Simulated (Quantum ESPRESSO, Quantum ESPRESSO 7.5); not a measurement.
## 1T-SnO2, 1 layer: solver and mixing choices

Aim: which eigensolver and mixing brings 1T-SnO2, 1 layer to self-consistency fastest, and whether the result stays the same.

Calculated with Quantum ESPRESSO 7.5; plane-wave DFT, PBE, GBRV ultrasoft pseudopotentials.

### Step 1. Set-up

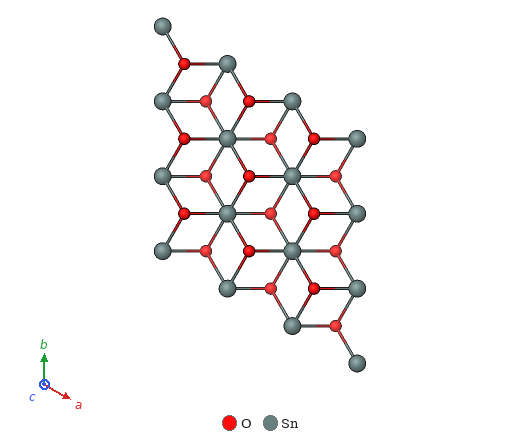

Start, viewed from above; oxygen red, tin teal. 3×3×1 cells are drawn. Some periodic images of atoms are drawn too.

The cell holds 3 atoms: 2 O and 1 Sn. Its edges and angles: a = 3.220 Å, b = 3.220 Å, c = 18.789 Å, α = 90.0°, β = 90.0°, γ = 120.0°. It derives from SnO2. Vacuum lies along c.

This sheet is a model structure: its symmetry is held, and its stability is not tested here.

### Step 2. Self-consistent run: david, local-TF mixing, beta 0.4, history 8

The first run is the reference of the series.

The input, c0.in:

```
&control
  prefix = 'c0'
  outdir = './out'
  pseudo_dir = './pseudo'
  calculation = 'scf'
  tprnfor = .true.
/
&system
  ibrav = 0
  nat = 3
  ntyp = 2
  ecutwfc = 40
  ecutrho = 200
  occupations = 'smearing'
  smearing = 'fd'
  degauss = 0.004
  assume_isolated = 'esm'
  esm_bc = 'bc1'
/
&electrons
  conv_thr = 1e-07
  mixing_beta = 0.4
  electron_maxstep = 80
  mixing_mode = 'local-TF'
  diagonalization = 'david'
  mixing_ndim = 8
/
ATOMIC_SPECIES
  O   15.9990  o_pbe_v1.2.uspp.F.UPF
  Sn  118.7100  sn_pbe_v1.4.uspp.F.UPF
CELL_PARAMETERS angstrom
  3.22000000000000 0.00000000000000 0.00000000000000
  -1.61000000000000 2.78860180018589 0.00000000000000
  0.00000000000000 0.00000000000000 18.78885438199983
ATOMIC_POSITIONS crystal
  O   0.666666666667 0.333333333333 -0.047604136624
  Sn  0.000000000000 0.000000000000 0.000000000000
  O   0.333333333333 0.666666666667 0.047604136624
K_POINTS automatic
  12 12 1 0 0 0
```

Launch:

```bash
> OMP_NUM_THREADS=1 mpirun -n 4 pw.x -nk 4 -in c0.in > c0.out
```

What it wrote:

```text
Program PWSCF v.7.5 starts
[citation notice left out]

     Parallel version (MPI & OpenMP), running on       4 processor cores
     Number of MPI processes:                 4
     Threads/MPI process:                     1

     MPI processes distributed on     1 nodes
[...]
Current dimensions of program PWSCF are:
     Max number of different atomic species (ntypx) = 10
     Max number of k-points (npk) =  40000
     Max angular momentum in pseudopotentials (lmaxx) =  4
     Message from routine setup:
     using ibrav=0 with symmetry is DISCOURAGED, use correct ibrav instead

     K-points division:     npool     =       4
     Subspace diagonalization in iterative solution of the eigenvalue problem:
     a serial algorithm will be used

     G-vector sticks info
     --------------------
     sticks:   dense  smooth     PW     G-vecs:    dense   smooth      PW
     Sum         511     421    121                54417    38975    6631

     Using Slab Decomposition

     bravais-lattice index     =            0
     lattice parameter (alat)  =       6.0849  a.u.
     unit-cell volume          =    1138.5164 (a.u.)^3
     number of atoms/cell      =            3
     number of atomic types    =            2
     number of electrons       =        26.00
     number of Kohn-Sham states=           17
     kinetic-energy cutoff     =      40.0000  Ry
     charge density cutoff     =     200.0000  Ry
     scf convergence threshold =      1.0E-07
     mixing beta               =       0.4000
     number of iterations used =            8  local-TF  mixing
     Exchange-correlation=  SLA  PW   PBX  PBC
                           (   1   4   3   4   0   0   0)

     Effective Screening Medium Method
     =================================
     Boundary Conditions: Vacuum-Slab-Vacuum
     total charge in unit cell        =   0.0000
     grid points for fit at edges     =        4

     celldm(1)=   6.084918  celldm(2)=   0.000000  celldm(3)=   0.000000
     celldm(4)=   0.000000  celldm(5)=   0.000000  celldm(6)=   0.000000

     crystal axes: (cart. coord. in units of alat)
               a(1) = (   1.000000   0.000000   0.000000 )
               a(2) = (  -0.500000   0.866025   0.000000 )
               a(3) = (   0.000000   0.000000   5.835048 )

     reciprocal axes: (cart. coord. in units 2 pi/alat)
               b(1) = (  1.000000  0.577350 -0.000000 )
               b(2) = (  0.000000  1.154701  0.000000 )
               b(3) = (  0.000000 -0.000000  0.171378 )

     PseudoPot. # 1 for O  read from file:
     ./pseudo/o_pbe_v1.2.uspp.F.UPF
     Pseudo is Ultrasoft + core correction, Zval =  6.0
     Generated by new atomic code, or converted to UPF format
     Using radial grid of  737 points,  5 beta functions with:
                l(1) =   0
                l(2) =   0
                l(3) =   1
                l(4) =   1
                l(5) =   2
     Q(r) pseudized with  8 coefficients,  rinner =    0.900   0.900   0.900
                                                       0.900   0.900

     PseudoPot. # 2 for Sn read from file:
     ./pseudo/sn_pbe_v1.4.uspp.F.UPF
     Pseudo is Ultrasoft + core correction, Zval = 14.0
     Generated by new atomic code, or converted to UPF format
     Using radial grid of  891 points,  6 beta functions with:
                l(1) =   0
                l(2) =   0
                l(3) =   1
                l(4) =   1
                l(5) =   2
                l(6) =   2
     Q(r) pseudized with  8 coefficients,  rinner =    1.350   1.350   1.350
                                                       1.350   1.350

     atomic species   valence    mass     pseudopotential
     O                 6.00    15.99900     O ( 1.00)
     Sn               14.00   118.71000     Sn( 1.00)

     12 Sym. Ops., with inversion, found

   Cartesian axes

     site n.     atom                  positions (alat units)
         1        O      tau(   1) = (   0.5000000   0.2886751  -0.2777724  )
         2        Sn     tau(   2) = (   0.0000000   0.0000000   0.0000000  )
         3        O      tau(   3) = (  -0.0000000   0.5773503   0.2777724  )

     number of k points=    19  Fermi-Dirac smearing, width (Ry)=  0.0040
                       cart. coord. in units 2pi/alat
        k(    1) = (   0.0000000   0.0000000   0.0000000), wk =   0.0138889
        k(    2) = (   0.0000000   0.0962250   0.0000000), wk =   0.0833333
        k(    3) = (   0.0000000   0.1924501   0.0000000), wk =   0.0833333
        k(    4) = (   0.0000000   0.2886751   0.0000000), wk =   0.0833333
        k(    5) = (   0.0000000   0.3849002   0.0000000), wk =   0.0833333
        k(    6) = (   0.0000000   0.4811252   0.0000000), wk =   0.0833333
        k(    7) = (   0.0000000  -0.5773503   0.0000000), wk =   0.0416667
        k(    8) = (   0.0833333   0.1443376   0.0000000), wk =   0.0833333
        k(    9) = (   0.0833333   0.2405626   0.0000000), wk =   0.1666667
        k(   10) = (   0.0833333   0.3367877   0.0000000), wk =   0.1666667
[...]
k(   19) = (   0.3333333   0.5773503   0.0000000), wk =   0.0277778

     Dense  grid:    54417 G-vectors     FFT dimensions: (  27,  27, 160)

     Smooth grid:    38975 G-vectors     FFT dimensions: (  25,  25, 144)

     Estimated max dynamical RAM per process >      85.15 MB

     Estimated total dynamical RAM >     300.74 MB

     Initial potential from superposition of free atoms

     starting charge      25.0000, renormalised to      26.0000

     negative rho (up, down):  2.758E-04 0.000E+00
     Starting wfcs are   17 randomized atomic wfcs

     total cpu time spent up to now is        0.8 secs

     per-process dynamical memory:    41.7 Mb

     Self-consistent Calculation

     iteration #  1     ecut=    40.00 Ry     beta= 0.40
     Davidson diagonalization with overlap
     ethr =  1.00E-02,  avg # of iterations =  6.5

     negative rho (up, down):  1.029E-03 0.000E+00

     total cpu time spent up to now is        1.9 secs

     total energy              =    -223.87285459 Ry
     estimated scf accuracy    <       0.90941264 Ry

     iteration #  2     ecut=    40.00 Ry     beta= 0.40
[...]
negative rho (up, down):  9.110E-03 0.000E+00

[...]
total energy              =    -223.70880039 Ry
     estimated scf accuracy    <       0.41099320 Ry

     iteration #  3     ecut=    40.00 Ry     beta= 0.40
[...]
negative rho (up, down):  7.835E-03 0.000E+00

[...]
total energy              =    -223.89283589 Ry
     estimated scf accuracy    <       0.12675823 Ry

     iteration #  4     ecut=    40.00 Ry     beta= 0.40
[...]
negative rho (up, down):  3.308E-02 0.000E+00

[...]
total energy              =    -223.82678522 Ry
     estimated scf accuracy    <       0.17466115 Ry

     iteration #  5     ecut=    40.00 Ry     beta= 0.40
[...]
c_bands:  2 eigenvalues not converged
[...]
negative rho (up, down):  3.470E-02 0.000E+00

[...]
total energy              =    -223.84125832 Ry
     estimated scf accuracy    <       0.01811048 Ry

     iteration #  6     ecut=    40.00 Ry     beta= 0.40
[...]
c_bands:  2 eigenvalues not converged
     c_bands:  3 eigenvalues not converged
     c_bands:  2 eigenvalues not converged
     c_bands:  2 eigenvalues not converged
[...]
negative rho (up, down):  2.786E-02 0.000E+00

[...]
total energy              =    -223.85084789 Ry
     estimated scf accuracy    <       0.00751403 Ry

     iteration #  7     ecut=    40.00 Ry     beta= 0.40
[...]
c_bands:  3 eigenvalues not converged
     c_bands:  3 eigenvalues not converged
     c_bands:  3 eigenvalues not converged
     c_bands:  3 eigenvalues not converged
[...]
negative rho (up, down):  2.201E-02 0.000E+00

[...]
total energy              =    -223.85240361 Ry
     estimated scf accuracy    <       0.00194491 Ry

     iteration #  8     ecut=    40.00 Ry     beta= 0.40
[...]
c_bands:  3 eigenvalues not converged
     c_bands:  3 eigenvalues not converged
     c_bands:  3 eigenvalues not converged
     c_bands:  2 eigenvalues not converged
     c_bands:  2 eigenvalues not converged
[...]
negative rho (up, down):  1.989E-02 0.000E+00

[...]
total energy              =    -223.85141834 Ry
     estimated scf accuracy    <       0.00351963 Ry

     iteration #  9     ecut=    40.00 Ry     beta= 0.40
[...]
c_bands:  2 eigenvalues not converged
     c_bands:  1 eigenvalues not converged
     c_bands:  1 eigenvalues not converged
     c_bands:  2 eigenvalues not converged
[...]
negative rho (up, down):  1.105E-02 0.000E+00

[...]
total energy              =    -223.85085850 Ry
     estimated scf accuracy    <       0.00076720 Ry

     iteration # 10     ecut=    40.00 Ry     beta= 0.40
[...]
c_bands:  1 eigenvalues not converged
     c_bands:  1 eigenvalues not converged
     c_bands:  2 eigenvalues not converged
     c_bands:  2 eigenvalues not converged
[...]
negative rho (up, down):  9.406E-03 0.000E+00

[...]
total energy              =    -223.85124487 Ry
     estimated scf accuracy    <       0.00051375 Ry

     iteration # 11     ecut=    40.00 Ry     beta= 0.40
[...]
c_bands:  1 eigenvalues not converged
     c_bands:  1 eigenvalues not converged
     c_bands:  1 eigenvalues not converged
[...]
negative rho (up, down):  3.207E-03 0.000E+00

[...]
total energy              =    -223.85182801 Ry
     estimated scf accuracy    <       0.00019480 Ry

     iteration # 12     ecut=    40.00 Ry     beta= 0.40
[...]
c_bands:  2 eigenvalues not converged
     c_bands:  2 eigenvalues not converged
     c_bands:  3 eigenvalues not converged
     c_bands:  2 eigenvalues not converged
[...]
negative rho (up, down):  2.247E-03 0.000E+00

[...]
total energy              =    -223.85203119 Ry
     estimated scf accuracy    <       0.00007079 Ry

     iteration # 13     ecut=    40.00 Ry     beta= 0.40
[...]
c_bands:  1 eigenvalues not converged
     c_bands:  2 eigenvalues not converged
[...]
negative rho (up, down):  3.506E-04 0.000E+00

[...]
total energy              =    -223.85247658 Ry
     estimated scf accuracy    <       0.00001727 Ry

     iteration # 14     ecut=    40.00 Ry     beta= 0.40
[...]
c_bands:  1 eigenvalues not converged
     c_bands:  1 eigenvalues not converged
     c_bands:  1 eigenvalues not converged
     c_bands:  2 eigenvalues not converged
     c_bands:  1 eigenvalues not converged
[...]
negative rho (up, down):  3.006E-04 0.000E+00

[...]
total energy              =    -223.85253639 Ry
     estimated scf accuracy    <       0.00000247 Ry

     iteration # 15     ecut=    40.00 Ry     beta= 0.40
[...]
c_bands:  1 eigenvalues not converged
[...]
negative rho (up, down):  2.915E-04 0.000E+00

[...]
total energy              =    -223.85255331 Ry
     estimated scf accuracy    <       0.00000020 Ry

     iteration # 16     ecut=    40.00 Ry     beta= 0.40
[...]
negative rho (up, down):  2.822E-04 0.000E+00

[...]
End of self-consistent calculation

          k = 0.0000 0.0000 0.0000 (  4835 PWs)   bands (ev):

   -28.0374 -27.5629 -27.5629 -27.3238 -27.3238 -25.9233 -23.9673 -10.9184
    -9.3374  -9.3374  -8.8925  -8.8925  -8.7515  -5.0934  -1.8370  -0.4754
    -0.2417

          k = 0.0000 0.0962 0.0000 (  4843 PWs)   bands (ev):

   -27.9929 -27.6364 -27.5473 -27.3366 -27.3231 -25.8893 -23.8422 -11.1498
    -9.7560  -9.6081  -9.1017  -8.7250  -8.4101  -4.7106  -1.6724  -0.3529
    -0.0922

          k = 0.0000 0.1925 0.0000 (  4839 PWs)   bands (ev):

   -27.9382 -27.7623 -27.5090 -27.3608 -27.3161 -25.7775 -23.5303 -11.8631
   -10.4199 -10.0823  -9.1824  -8.5242  -8.1854  -3.8352  -1.2772  -0.0060
     0.3420

          k = 0.0000 0.2887 0.0000 (  4843 PWs)   bands (ev):

   -28.1288 -27.6514 -27.4733 -27.3823 -27.2887 -25.5752 -23.1626 -12.8114
   -11.0502 -10.5772  -9.1549  -8.3853  -8.0790  -2.8864  -0.8796   0.5274
     1.0104

          k = 0.0000 0.3849 0.0000 (  4864 PWs)   bands (ev):

   -28.3404 -27.5292 -27.4588 -27.3781 -27.2385 -25.2996 -22.8618 -13.6594
   -11.6300 -11.0031  -9.0523  -8.2986  -8.0508  -2.1886  -0.5988   1.2089
     1.8529

          k = 0.0000 0.4811 0.0000 (  4876 PWs)   bands (ev):

   -28.4841 -27.4939 -27.4575 -27.3291 -27.1913 -25.0338 -22.6974 -14.2173
   -12.0565 -11.2895  -8.9398  -8.2516  -8.0709  -1.9049  -0.3062   2.0153
     2.7763

[...]
the Fermi energy is    -6.1602 ev

!    total energy              =    -223.85254971 Ry
     estimated scf accuracy    <       0.00000001 Ry
     smearing contrib. (-TS)   =      -0.00000000 Ry
     internal energy E=F+TS    =    -223.85254971 Ry

     The total energy is F=E-TS. E is the sum of the following terms:
     one-electron contribution =     385.70573138 Ry
     hartree contribution      =    -188.41951517 Ry
     xc contribution           =     -57.94283559 Ry
     ewald contribution        =    -363.19593033 Ry

     convergence has been achieved in  16 iterations

     negative rho (up, down):  2.822E-04 0.000E+00

     Forces acting on atoms (cartesian axes, Ry/au):

     atom    1 type  1   force =     0.00000000    0.00000000   -0.06844370
     atom    2 type  2   force =     0.00000000    0.00000000    0.00000000
     atom    3 type  1   force =    -0.00000000    0.00000000    0.06844370

     Total force =     0.096794     Total SCF correction =     0.000175

[...]
=------------------------------------------------------------------------------=
   JOB DONE.
=------------------------------------------------------------------------------=
```

The job ended after 25 s (4 MPI ranks of Arm Neoverse V1, shared host; peak memory 0.39 GiB).

Read from the output:

- free energy: -3045.6691 eV
- Fermi energy: -6.160 eV
- valence top, on the run's zero: -7.866 eV
- conduction bottom, on the run's zero: -5.093 eV
- gap by band count: 2.772 eV
- vacuum line at the lower end of the cell, over the valence top: 7.866 eV
- vacuum line at the upper end of the cell, over the valence top: 7.866 eV

Electrostatic potential energy of an electron; zero at the highest filled level of the SCF mesh. Potential energy, planar mean against z:

| z (Å) | potential energy, planar mean (eV) |
| --- | --- |
| -9 | 7.87 |
| -8 | 7.87 |
| -7 | 7.87 |
| -6 | 7.87 |
| -5 | 7.87 |
| -4 | 7.87 |
| -3 | 7.85 |
| -2 | 7.32 |
| -1 | -6.38 |
| 0 | -15.7 |
| 1 | -6.38 |
| 2 | 7.32 |
| 3 | 7.85 |
| 4 | 7.87 |
| 5 | 7.87 |
| 6 | 7.87 |
| 7 | 7.87 |
| 8 | 7.87 |
| 9 | 7.87 |

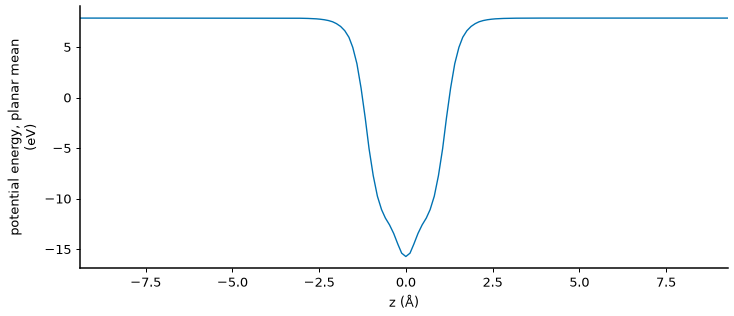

Potential energy, planar mean against z.

The program's own clock; routines nest. Time by routine:

| routine | wall time (s) | calls |
| --- | --- | --- |
| PWSCF | 24.93 | 1 |
| electrons | 23.9 | 1 |
| c_bands | 15.92 | 16 |
| cegterg | 13.82 | 80 |
| h_psi | 9.74 | 1104 |
| vloc_psi | 8.03 | 1104 |
| fftw | 7.94 | 13226 |
| mix_rho | 3.66 | 16 |
| sum_band | 2.44 | 16 |
| ffts | 2 | 1878 |
| newd | 1.1 | 17 |
| calbec | 0.99 | 1204 |
| add_vuspsi | 0.84 | 1104 |
| v_of_rho | 0.83 | 17 |

The vacuum levels are read from the outermost 0.7 Å of the cell on either side.

The run needed 16 iterations to bring the estimated error under 1e-07 Ry; the largest force on any atom, held or free, is 1.76 eV/Å, so this geometry is far from relaxed and its levels are not those of the real material.

Inside the slab this potential holds the local part of the pseudopotentials, which can be repulsive at the nuclei; only its value in the vacuum has a meaning of its own.

### Step 3. SCF with pw.x: david, plain mixing, beta 0.4, history 8

c1.in, as its differences from the input of step 2:

```diff
@@ -1,3 +1,3 @@
 &control
-  prefix = 'c0'
+  prefix = 'c1'
   outdir = './out'
@@ -23,3 +23,3 @@
   electron_maxstep = 80
-  mixing_mode = 'local-TF'
+  mixing_mode = 'plain'
   diagonalization = 'david'
```

Launch:

```bash
> OMP_NUM_THREADS=1 mpirun -n 4 pw.x -nk 4 -in c1.in > c1.out
```

What it wrote:

```text
[banner, memory and clock lines left out]
Program PWSCF v.7.5 starts
[...]
Message from routine setup:
[...]
number of electrons       =        26.00
     number of Kohn-Sham states=           17
     kinetic-energy cutoff     =      40.0000  Ry
     charge density cutoff     =     200.0000  Ry
[...]
number of k points=    19  Fermi-Dirac smearing, width (Ry)=  0.0040
[...]
Dense  grid:    54417 G-vectors     FFT dimensions: (  27,  27, 160)
[...]
negative rho (up, down):  2.758E-04 0.000E+00
     Starting wfcs are   17 randomized atomic wfcs
[...]
negative rho (up, down):  7.294E-06 0.000E+00
[...]
estimated scf accuracy    <       0.90941264 Ry
[...]
negative rho (up, down):  3.330E-06 0.000E+00
[...]
estimated scf accuracy    <       0.05195351 Ry
[...]
negative rho (up, down):  5.709E-05 0.000E+00
[...]
estimated scf accuracy    <       0.03677937 Ry
[...]
negative rho (up, down):  1.231E-04 0.000E+00
[...]
estimated scf accuracy    <       0.00950430 Ry
[...]
negative rho (up, down):  1.767E-04 0.000E+00
[...]
estimated scf accuracy    <       0.00033202 Ry
[...]
negative rho (up, down):  2.642E-04 0.000E+00
[...]
estimated scf accuracy    <       0.00027844 Ry
[...]
negative rho (up, down):  2.781E-04 0.000E+00
[...]
estimated scf accuracy    <       0.00011573 Ry
[...]
negative rho (up, down):  2.781E-04 0.000E+00
[...]
estimated scf accuracy    <       0.00001054 Ry
[...]
negative rho (up, down):  2.784E-04 0.000E+00
[...]
estimated scf accuracy    <       0.00000034 Ry
[...]
negative rho (up, down):  2.809E-04 0.000E+00
[...]
estimated scf accuracy    <       0.00000092 Ry
[...]
negative rho (up, down):  2.811E-04 0.000E+00
[...]
estimated scf accuracy    <       0.00000043 Ry
[...]
negative rho (up, down):  2.815E-04 0.000E+00
[...]
estimated scf accuracy    <       0.00000049 Ry
[...]
negative rho (up, down):  2.815E-04 0.000E+00
[...]
estimated scf accuracy    <       0.00000031 Ry
[...]
negative rho (up, down):  2.815E-04 0.000E+00
[...]
estimated scf accuracy    <       0.00000037 Ry
[...]
negative rho (up, down):  2.821E-04 0.000E+00
[...]
estimated scf accuracy    <       0.00000064 Ry
[...]
negative rho (up, down):  2.822E-04 0.000E+00
[...]
the Fermi energy is    -6.1600 ev
!    total energy              =    -223.85254972 Ry
     estimated scf accuracy    <       0.00000003 Ry
     smearing contrib. (-TS)   =      -0.00000000 Ry
     internal energy E=F+TS    =    -223.85254972 Ry
[...]
one-electron contribution =     385.70574260 Ry
     hartree contribution      =    -188.41958456 Ry
     xc contribution           =     -57.94277742 Ry
     ewald contribution        =    -363.19593033 Ry
     convergence has been achieved in  16 iterations
     negative rho (up, down):  2.822E-04 0.000E+00
[...]
Total force =     0.096555     Total SCF correction =     0.000603
[...]
```

The job ended after 20 s (4 MPI ranks; peak memory 0.53 GiB; 80 s of CPU time).

This step gave:

| Quantity | Value |
| --- | --- |
| Fermi energy | -6.16 eV |
| valence top, on the run's zero | -7.865 eV |
| conduction bottom, on the run's zero | -5.092 eV |
| vacuum line at the lower end of the cell, over the valence top | 7.865 eV |
| vacuum line at the upper end of the cell, over the valence top | 7.865 eV |

The program's own clock; routines nest. Time by routine:

```
     routine  wall time (s)  calls
       PWSCF          19.54      1
   electrons          18.52      1
     c_bands          14.11     16
     cegterg          12.35     80
       h_psi           8.84    866
    vloc_psi           7.36    866
        fftw           7.34  12438
    sum_band           2.43     16
        newd           1.11     17
      calbec           0.88    966
    v_of_rho            0.8     17
  add_vuspsi           0.73    866
       s_psi            0.7    866
h_psi:calbec            0.7    866
```

Counted from each run's own zero (the valence top), the vacuum level differs from the first run's by -1 meV.

[end of part 1 of 4]

[Logs are printed without paths, hosts, clocks, repeated set-up lines and the standing remarks that a program may print on its own settings, such as how far it seeks lower states.]

[Hosts, paths, dates, database ids (printed as entryN), source tags and the programs' standing remarks are cut or masked in the printed files.]

[Maps of the electrostatic potential energy from Ansatz leave out the sawtooth potential of an applied field or a dipole correction, so their vacuum need not be flat; planar profiles and work functions include it.]
